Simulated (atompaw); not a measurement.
# P, PAW (atompaw): a sweep of the scale of all radii

One potential is built and tested. Then the scale of all radii is changed, to learn what it costs or gains.

Method: atompaw 4.2.0.5, PBEsol, non-relativistic.

2 further runs of the same task are left out: 2 that didn't finish.

### Step 1. The design

The settings as typed:

```json
{
  "element": "phosphorus (P, Z = 15)",
  "type": "PAW",
  "frozen core": "[Ne]",
  "valence charge": "5",
  "reference configuration": "3s2 3p3",
  "partial waves": "3s (bound): rc 2.14 bohr; 3s channel at 0.3 Ry: rc 1.60 bohr; 3p (bound): rc 2.14 bohr; 3p channel at 1.55 Ry: rc 2.14 bohr; 3d channel at 0.3 Ry: rc 2.14 bohr; 3d channel at 1.65 Ry: rc 2.14 bohr",
  "local potential": "troulliermartins scheme with l = 3 at 0.5 Ry, radius 1.50 bohr",
  "core correction": "smooth core density matched at 1.68 bohr",
  "augmentation charge": "sinc compensation charge, radius 1.74 bohr; PAW radius 2.14 bohr; waves and projectors: custom rrkj gramschmidtortho"
}
```

### Step 2. The first potential

File P.input:

```
P 15
GGA-PBESOL loggrid 1500 logderivrange -3 5 201
3 3 0 0 0 0
3 1 3
0 0 0
c
c
v
c
v
2
2.14 1.74 1.50 1.68
y
0.3
n
y
1.55
n
y
0.3
y
1.65
n
custom rrkj gramschmidtortho sinc
3 0.5 troulliermartins
2.14
1.60
2.14
2.14
2.14
2.14
PWSCFOUT
UPFDX 0.0125d0 UPFXMIN -7.d0 UPFZMESH 15.d0
END
```

Launch:

```
$ atompaw < P.input > P.log
```

The output, the file P (summary file):

```text
 Completed calculations for P (AE)

 Exchange-correlation type: GGA, Perdew-Burke-Ernzerhof modified (PBEsol)

 Radial integration grid is logarithmic 
 r0 =   5.3031253E-04 h =   7.9546880E-03   n =      1500 rmax =   8.0000000E+01

 Non-relativistic calculation

 AEatom converged in  31 iterations
   nz     =  15.00
   delta  =       3.228689117697E-17

 All Electron Orbital energies:         
  n  l      occupancy      energy
  1  0      2.0000000E+00 -1.5243110E+02
  2  0      2.0000000E+00 -1.2688974E+01
  3  0      2.0000000E+00 -1.0174466E+00
  2  1      6.0000000E+00 -9.1392062E+00
  3  1      3.0000000E+00 -4.0353656E-01

 Total energy
   Total                    :     -680.92351964123088

 ---
 Completed calculations for P (SC)

 Exchange-correlation type: GGA, Perdew-Burke-Ernzerhof modified (PBEsol)

 Radial integration grid is logarithmic 
 r0 =   5.3031253E-04 h =   7.9546880E-03   n =      1500 rmax =   8.0000000E+01

 Non-relativistic calculation

 SCatom converged in   1 iterations
   nz     =  15.00
   delta  =       1.523933237413E-17

 Valence Electron Orbital energies:         
  n  l      occupancy      energy
   3  0      2.0000000E+00 -1.0174466E+00
   3  1      3.0000000E+00 -4.0353656E-01

 Total energy
   Total                    :     -680.92351964087607
   Valence                  :      -53.78170030635918

 PAW parameters: 
       lmax =            2
         rc =    2.1434203391661595     
        irc =         1045
   rc_shape =    1.7428541861944966     
    rc_vloc =    1.5102767012112630     
    rc_core =    1.6882551108589325     
   Vloc: Norm-conserving Troullier-Martins with l= 3;e=   5.0000E-01
   Projector type: RRKJ pseudization + Gram-Schmidt ortho.
   Sinc^2 compensation charge shape zeroed at   1.7429E+00

 Number of basis functions     6
 No.   n  nodes  l      Energy         Cp coeff         Occ
  1    3    2    0   -0.1017447E+01  0.1000000E+01  0.2000000E+01
  2  999    3    0    0.3000000E+00  0.1093369E-01  0.0000000E+00
  3    3    1    1   -0.4035366E+00  0.1000000E+01  0.3000000E+01
  4  999    2    1    0.1550000E+01  0.2797094E-01  0.0000000E+00
  5  999    0    2    0.3000000E+00  0.1000000E+01  0.0000000E+00
  6  999    1    2    0.1650000E+01  0.3569640E-01  0.0000000E+00

 Eigenvalues of overlap operator (in the basis of projectors):
    1        2.03893751E-04
    2        3.65183609E-02
    3        1.02971737E+00
    4        4.83449167E+00
    5        9.00420439E+00
    6        8.16599101E+04

 Orbital leakage outside PAW augmentation regions
   orb  is_core?  %out_of_sphere
   1 0    T           0.00
   2 0    T           0.00
   3 0    F          32.20
   2 1    T           0.01
   3 1    F          52.11

 Summary of PAW energies
   Total valence energy     :    -53.78170032271821
   Smooth energy            :      9.19559220493607
   One center               :    -62.97729252765428
   Smooth kinetic           :      5.33931262890534
   Vloc energy              :     -1.92318745333981
   Smooth exch-corr         :     -3.88370672275168
   One-center xc            :    -40.75441387388270

  Detected negative values for pseudo core + nhat
    which may cause trouble 
  Please try reducing rc_core and or adjusting compensation charge shape
```

Wall time 0.56 s (1 thread, shared host).

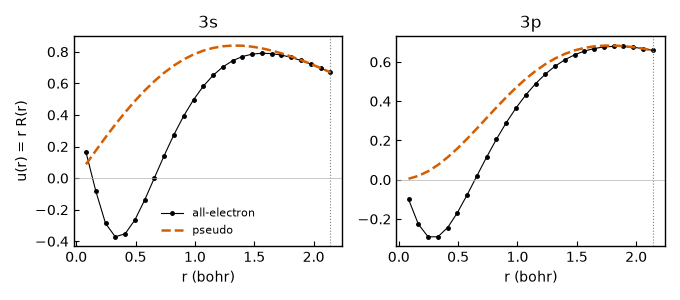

All-electron and pseudo partial waves (3s, 3p), with the matching radii dotted. The curves join 26 sampled radii.

### Step 3. Does it scatter like the atom?

Taken from the files of the generation run. The phase is arctan(r·u′/u) with u = r·R, unwrapped, with energies in Ry. A pole is an energy at which the radial function vanishes at the test radius. The pseudo phase is shifted by a multiple of π to meet the all-electron one at the reference energy. Levels narrower than the energy grid can be missing from the poles. The last column is the largest difference on the grid between −1 and +1 Ry.

| channel | radius (bohr) | reference (Ry) | poles AE | poles PS | window around the reference with phases within 0.05 rad (Ry) | largest difference near zero (rad) |
| --- | --- | --- | --- | --- | --- | --- |
| s | 2.14 | -1.02 | 0.61 | 0.61, 4.17 | below 2.8 | 0.000 |
| p | 2.14 | -0.40 | 1.63 | 1.63 | below 4.9 | 0.000 |
| d | 2.14 | 0.30 | 2.74 | 2.72, 4.92 | below 3.7 | 0.000 |

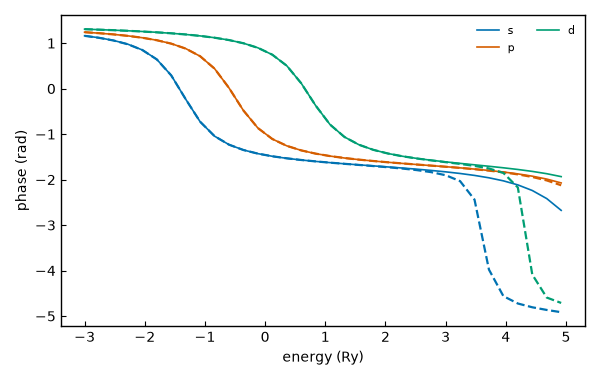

Phases by channel: all-electron solid, pseudo dashed.

### Step 4. Plane-wave convergence, by spherical Bessel functions

A separate test, outside the generator: the pseudo-atom's Hamiltonian at the reference potential is diagonalised in spherical Bessel functions j_l(qr) that vanish at 20 bohr, with q² up to the cutoff.

All-electron valence levels (Ry): 3s -1.0174, 3p -0.4035. The lowest levels of each channel (Ry) by cutoff; the last column sums, over occupied levels, occupation times the distance from the level at 400 Ry. A positive value at high cutoff is not a bound level.

```tsv
cutoff (Ry)	s #1	p #1	d #1	f #1	Σ f·Δε (mRy)
8	-1.0165	-0.3901	0.0658	0.1143	42.1
10	-1.0172	-0.3982	0.0657	0.1143	16.5
12	-1.0174	-0.4017	0.0653	0.1143	5.6
15	-1.0174	-0.4033	0.0650	0.1143	0.8
18	-1.0174	-0.4035	0.0649	0.1143	0.2
21	-1.0174	-0.4035	0.0649	0.1143	0.2
400	-1.0175	-0.4036	0.0649	0.1143	0.0
```

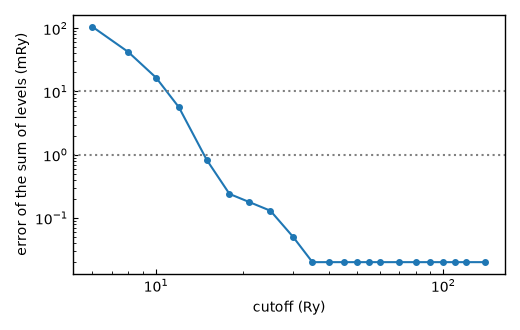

Occupation-weighted error of the valence levels against the cutoff; the dotted lines mark 10 and 1 mRy.

The sum stays within 10 mRy from 12 Ry and within 1 mRy from 15 Ry. The sum leaves out empty levels, which can need more. Ghost test: no level below the all-electron spectrum of its channel (s, p, d, f tested).

### Step 5. Changed: scale of all radii = 1.09

Changes to P.input since step 2:

```diff
@@ -11,3 +11,3 @@
 2
-2.14 1.74 1.50 1.68
+2.34 1.90 1.64 1.86
 y
@@ -25,8 +25,8 @@
 3 0.5 troulliermartins
-2.14
-1.60
-2.14
-2.14
-2.14
-2.14
+2.34
+1.74
+2.34
+2.34
+2.34
+2.34
 PWSCFOUT
```

Launch:

```
$ atompaw < P.input > P.log
```

The output, the file P (summary file):

```text
 Completed calculations for P (AE)

 Exchange-correlation type: GGA, Perdew-Burke-Ernzerhof modified (PBEsol)

 Radial integration grid is logarithmic 
 r0 =   5.3031253E-04 h =   7.9546880E-03   n =      1500 rmax =   8.0000000E+01

 Non-relativistic calculation

 AEatom converged in  31 iterations
   nz     =  15.00
   delta  =       3.228689117697E-17

[... all-electron levels as in step 2 ...]

 Total energy
   Total                    :     -680.92351964123088

 ---
 Completed calculations for P (SC)

 Exchange-correlation type: GGA, Perdew-Burke-Ernzerhof modified (PBEsol)

 Radial integration grid is logarithmic 
 r0 =   5.3031253E-04 h =   7.9546880E-03   n =      1500 rmax =   8.0000000E+01

 Non-relativistic calculation

 SCatom converged in   1 iterations
   nz     =  15.00
   delta  =       1.523933237413E-17

 Valence Electron Orbital energies:         
  n  l      occupancy      energy
   3  0      2.0000000E+00 -1.0174466E+00
   3  1      3.0000000E+00 -4.0353656E-01

 Total energy
   Total                    :     -680.92351964087607
   Valence                  :      -53.78170030635918

 PAW parameters: 
       lmax =            2
         rc =    2.3394717105929548     
        irc =         1056
   rc_shape =    1.9022761960382668     
    rc_vloc =    1.6484309011556679     
    rc_core =    1.8722432678941061     
   Vloc: Norm-conserving Troullier-Martins with l= 3;e=   5.0000E-01
   Projector type: RRKJ pseudization + Gram-Schmidt ortho.
   Sinc^2 compensation charge shape zeroed at   1.9023E+00

 Number of basis functions     6
 No.   n  nodes  l      Energy         Cp coeff         Occ
  1    3    2    0   -0.1017447E+01  0.1000000E+01  0.2000000E+01
  2  999    3    0    0.3000000E+00  0.2077078E-01  0.0000000E+00
  3    3    1    1   -0.4035366E+00  0.1000000E+01  0.3000000E+01
  4  999    2    1    0.1550000E+01 -0.2683463E-01  0.0000000E+00
  5  999    0    2    0.3000000E+00  0.1000000E+01  0.0000000E+00
  6  999    1    2    0.1650000E+01  0.1434697E+00  0.0000000E+00

 Eigenvalues of overlap operator (in the basis of projectors):
    1        8.97741834E-03
    2        3.46241300E-02
    3        3.92216989E-01
    4        1.98010869E+00
    5        2.18774277E+00
    6        2.46549377E+03

 Orbital leakage outside PAW augmentation regions
   orb  is_core?  %out_of_sphere
   1 0    T           0.00
   2 0    T           0.00
   3 0    F          24.29
   2 1    T           0.00
   3 1    F          43.99

 Summary of PAW energies
   Total valence energy     :    -53.78117028778001
   Smooth energy            :      6.88356938866681
   One center               :    -60.66473967644683
   Smooth kinetic           :      5.34333153403306
   Vloc energy              :     -2.08352047050945
   Smooth exch-corr         :     -3.83072400105020
   One-center xc            :    -40.80739659558418
```

Wall time 1.1 s (1 thread, shared host).

With this change the loose cutoff goes from 12 Ry to 10 Ry and there is no bound ghost.

### Step 6. Changed: scale of all radii = 1.15

Changes to P.input since step 5:

```diff
@@ -11,3 +11,3 @@
 2
-2.34 1.90 1.64 1.86
+2.46 2.00 1.72 1.96
 y
@@ -25,8 +25,8 @@
 3 0.5 troulliermartins
-2.34
-1.74
-2.34
-2.34
-2.34
-2.34
+2.46
+1.84
+2.46
+2.46
+2.46
+2.46
 PWSCFOUT
```

Launch:

```
$ atompaw < P.input > P.log
```

Output in the file P (summary file):

```text
 Completed calculations for P (AE)

 Exchange-correlation type: GGA, Perdew-Burke-Ernzerhof modified (PBEsol)

 Radial integration grid is logarithmic 
 r0 =   5.3031253E-04 h =   7.9546880E-03   n =      1500 rmax =   8.0000000E+01

 Non-relativistic calculation

 AEatom converged in  31 iterations
   nz     =  15.00
   delta  =       3.228689117697E-17

[... all-electron levels as in step 2 ...]

 Total energy
   Total                    :     -680.92351964123088

 ---
 Completed calculations for P (SC)

 Exchange-correlation type: GGA, Perdew-Burke-Ernzerhof modified (PBEsol)

 Radial integration grid is logarithmic 
 r0 =   5.3031253E-04 h =   7.9546880E-03   n =      1500 rmax =   8.0000000E+01

 Non-relativistic calculation

 SCatom converged in   1 iterations
   nz     =  15.00
   delta  =       1.523933237413E-17

 Valence Electron Orbital energies:         
  n  l      occupancy      energy
   3  0      2.0000000E+00 -1.0174466E+00
   3  1      3.0000000E+00 -4.0353656E-01

 Total energy
   Total                    :     -680.92351964087607
   Valence                  :      -53.78170030635918

 PAW parameters: 
       lmax =            2
         rc =    2.4734655705981883     
        irc =         1063
   rc_shape =    2.0112352424009425     
    rc_vloc =    1.7290411186113717     
    rc_core =    1.9637946544945331     
   Vloc: Norm-conserving Troullier-Martins with l= 3;e=   5.0000E-01
   Projector type: RRKJ pseudization + Gram-Schmidt ortho.
   Sinc^2 compensation charge shape zeroed at   2.0112E+00

 Number of basis functions     6
 No.   n  nodes  l      Energy         Cp coeff         Occ
  1    3    2    0   -0.1017447E+01  0.1000000E+01  0.2000000E+01
  2  999    3    0    0.3000000E+00  0.2326902E-01  0.0000000E+00
  3    3    1    1   -0.4035366E+00  0.1000000E+01  0.3000000E+01
  4  999    2    1    0.1550000E+01 -0.1330245E+00  0.0000000E+00
  5  999    0    2    0.3000000E+00  0.1000000E+01  0.0000000E+00
  6  999    1    2    0.1650000E+01  0.2802192E+00  0.0000000E+00

 Eigenvalues of overlap operator (in the basis of projectors):
    1        1.93469793E-02
    2        8.23042099E-02
    3        1.48168225E-01
    4        1.26322943E+00
    5        1.87416858E+00
    6        5.54561808E+02

 Orbital leakage outside PAW augmentation regions
   orb  is_core?  %out_of_sphere
   1 0    T           0.00
   2 0    T           0.00
   3 0    F          19.84
   2 1    T           0.00
   3 1    F          38.91

 Summary of PAW energies
   Total valence energy     :    -53.78140020487103
   Smooth energy            :      5.46246596023552
   One center               :    -59.24386616510655
   Smooth kinetic           :      5.24330229949702
   Vloc energy              :     -2.21633598913897
   Smooth exch-corr         :     -3.77003306267773
   One-center xc            :    -40.86808753395665
```

Run time: 1.1 s. Hardware: 1 thread, shared host.

Compared with the first run, the loose cutoff goes from 12 Ry to 10 Ry and there is no bound ghost.

### Step 7. All runs side by side

Cutoffs, loose and tight: the cutoffs (Ry, on a coarse ladder) from which the occupation-weighted sum of valence levels, in a spherical-Bessel basis at the reference potential, stays within 10 and 1 mRy of its value at 400 Ry; empty and scattering waves don't count. The number of plane waves in a given cell goes as the cutoff to the power 3/2; it is given for the loose cutoff, relative to the first potential. The phase difference is the largest within 1 Ry of zero, over the channels with partial waves.

| scale of all radii | outcome | cutoff, loose | cutoff, tight | plane waves, relative | bound ghosts | phase difference near zero (rad) | lowest overlap eigenvalue (Bessel basis) |
| --- | --- | --- | --- | --- | --- | --- | --- |
| 1 (first) | generated, no UPF (negative core plus compensation charge) | 12 Ry | 15 Ry | 1.00 | none | 0.000 | 0.491 |
| 1.09 | generated | 10 Ry | 15 Ry | 0.76 | none | 0.000 | 0.212 |
| 1.15 | generated | 10 Ry | 12 Ry | 0.76 | none | 0.000 | 0.226 |

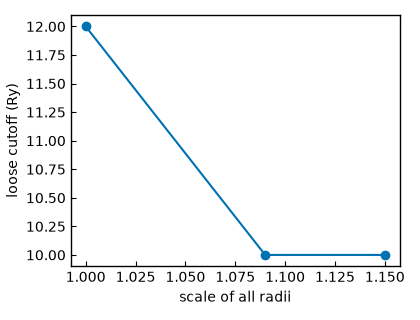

The series at a glance.

**Reading.** The loose cutoff is 12 Ry at 1, 10 Ry at 1.09 and 10 Ry at 1.15.

The first potential by itself. It counts as soft on the atom at that tolerance, with 12 Ry needed at the looser tolerance. The slowest occupied level is 3p: taken alone it needs 15 Ry to come within 1 mRy, against 8 Ry for 3s. It is free of bound ghosts as far as tested. Near zero energy the phases of the channels with partial waves agree within 0.001 rad.
